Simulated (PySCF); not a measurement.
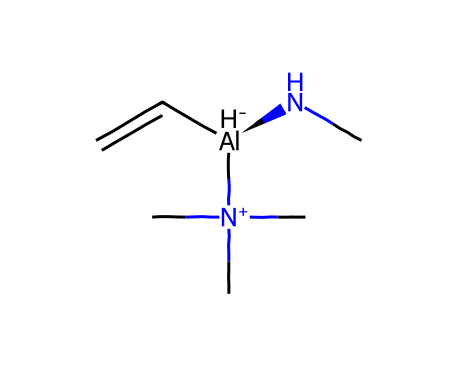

Give its SMILES.

C=[CH][Al@@H-]([NH]C)[N+](C)(C)C

Give the formula, hydrogens included.

C6H17AlN2.

An optimisation with PBE0-D3(BJ)/def2-SVP gave a structure of which point group?

C1.

The parts below concern this one geometry. Atoms keep their numbers from picture to picture. The geometry was computed by an optimisation with PBE0-D3(BJ)/def2-SVP. No frequency run is at hand to confirm it as a minimum.

**Shape**

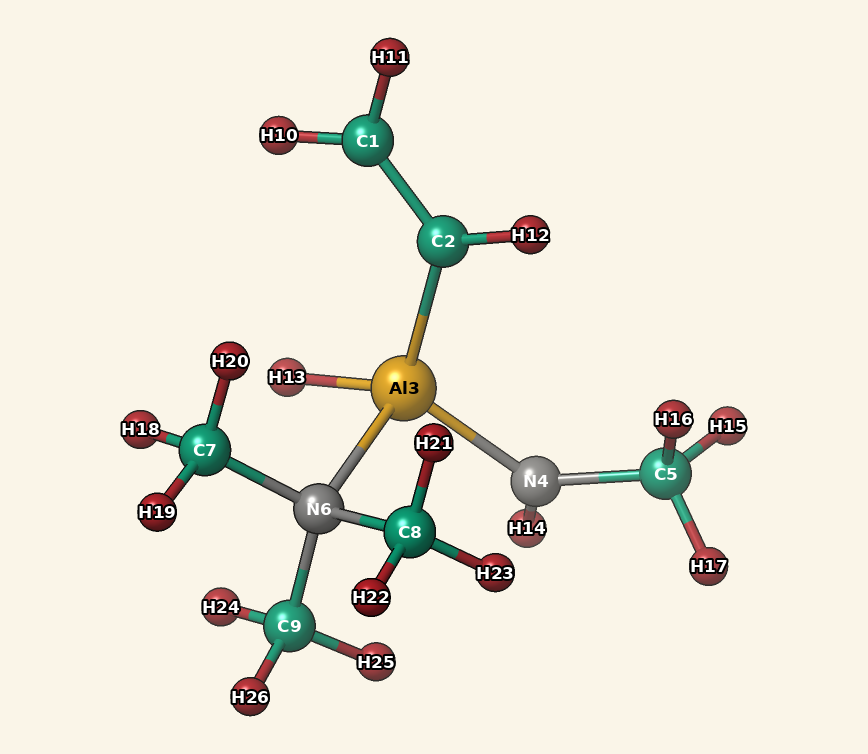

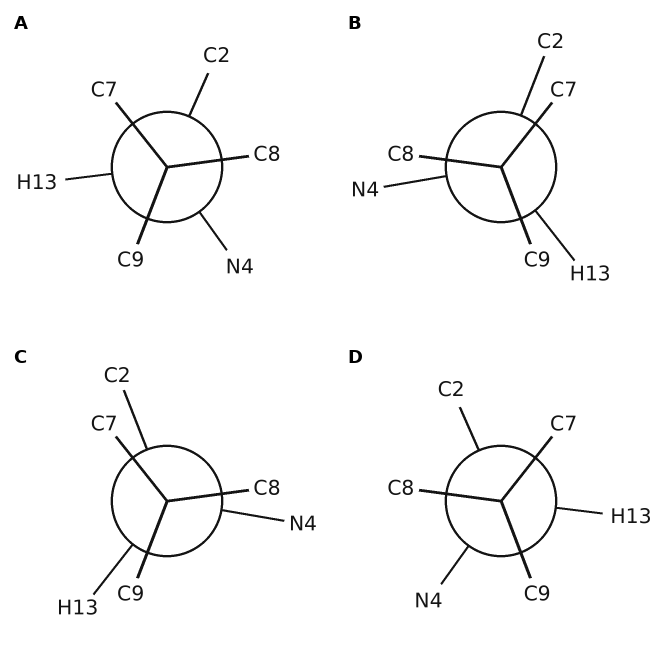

Depth is shown by fading: the farther an atom, the more it takes the colour of the background. Bonds that would overlap in a projection are set slightly apart. No frequency run is at hand to confirm it as a minimum.

Which Newman projection shows the view along N6–Al3, with N6 in front?

A. The torsion angle C7–N6–Al3–N4 is −177°, antiperiplanar (anti).

**Electronic properties**

No frequency run is at hand to confirm it as a minimum. Level of theory: PBE0/pcSseg-1 in acetone (IEF-PCM) (PySCF 2.14.0).

Predict the main results.

- dipole moment: 5.60 D
- HOMO energy (Kohn–Sham orbital): −5.87 eV
- LUMO energy (Kohn–Sham orbital): 0.06 eV
- HOMO–LUMO gap: 5.93 eV

**Quadrupole coupling**

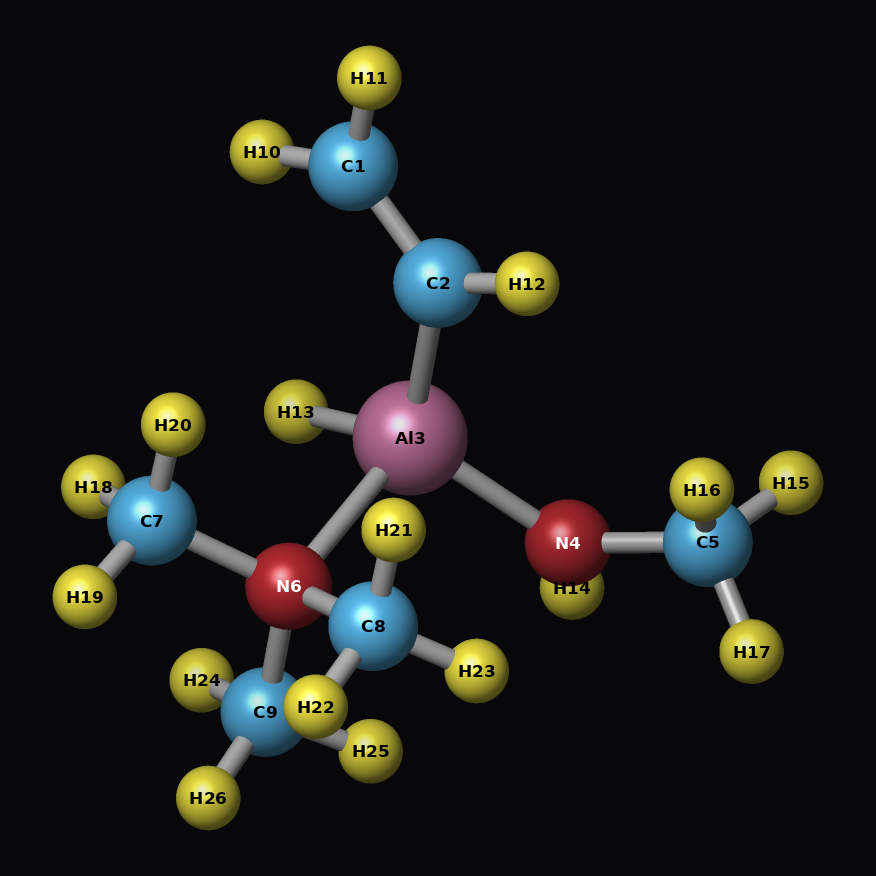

No frequency run is at hand to confirm it as a minimum. Electric field gradients from the ground-state density, PBE0/pcSseg-1 in acetone (IEF-PCM) (PySCF 2.14.0), non-relativistic apart from any core potentials.

Give the largest field-gradient component, the quadrupole coupling constant and the asymmetry for 27Al at Al3 (Q = 146.6 mb), 14N at N4 (Q = 20.44 mb), 14N at N6 (Q = 20.44 mb).

```tsv
atom	V_zz (a.u.)	e²qQ/h (MHz)	η
Al3	0.594	20.5	0.10
N4	−0.950	−4.56	0.67
N6	−0.833	−4.00	0.01
```

**Charges**

The questions are on IAO charges. No frequency run is at hand to confirm it as a minimum. Level of theory: PBE0/pcSseg-1 in acetone (IEF-PCM) (PySCF 2.14.0).

Which atom carries the highest charge (most positive or least negative)?

Al3 (0.78 e).

And the lowest?

N4 (−0.72 e).

List the IAO charges.

```tsv
atom	value (e)
C1	−0.30
C2	−0.48
Al3	0.78
N4	−0.72
C5	−0.28
N6	−0.19
C7	−0.30
C8	−0.30
C9	−0.31
H10	0.13
H11	0.13
H12	0.13
H13	−0.27
H14	0.24
H15	0.11
H16	0.13
H17	0.12
H18	0.16
H19	0.14
H20	0.16
H21	0.16
H22	0.14
H23	0.16
H24	0.16
H25	0.16
H26	0.14
```
